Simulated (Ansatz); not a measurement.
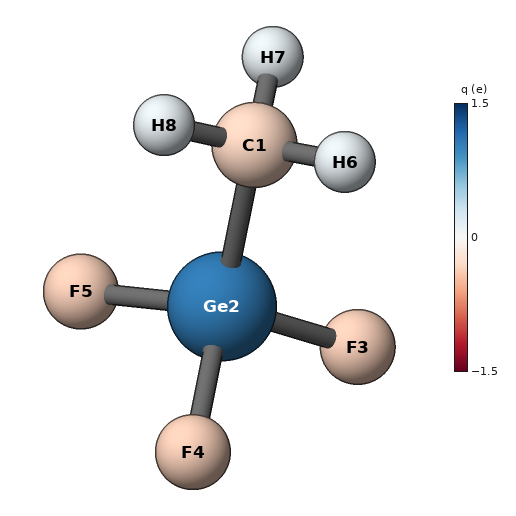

Atoms are coloured by their Mulliken charges. The geometry was computed by an optimisation with PBE0-D4/def2-TZVP. Method: RKS r2SCAN-D4/def2-TZVPP (Ansatz 0.2.0).

**Which atom carries the highest charge (most positive or least negative)?**

Ge2 (1.04 e).

**And the lowest?**

F3, F4, F5 (−0.35 e).

List the Mulliken charges.

| atom | value (e) |
| --- | --- |
| C1 | −0.31 |
| Ge2 | 1.04 |
| F3 | −0.35 |
| F4 | −0.35 |
| F5 | −0.35 |
| H6 | 0.11 |
| H7 | 0.11 |
| H8 | 0.11 |

Mulliken values depend strongly on the basis set and can even reverse the polarity of a bond.
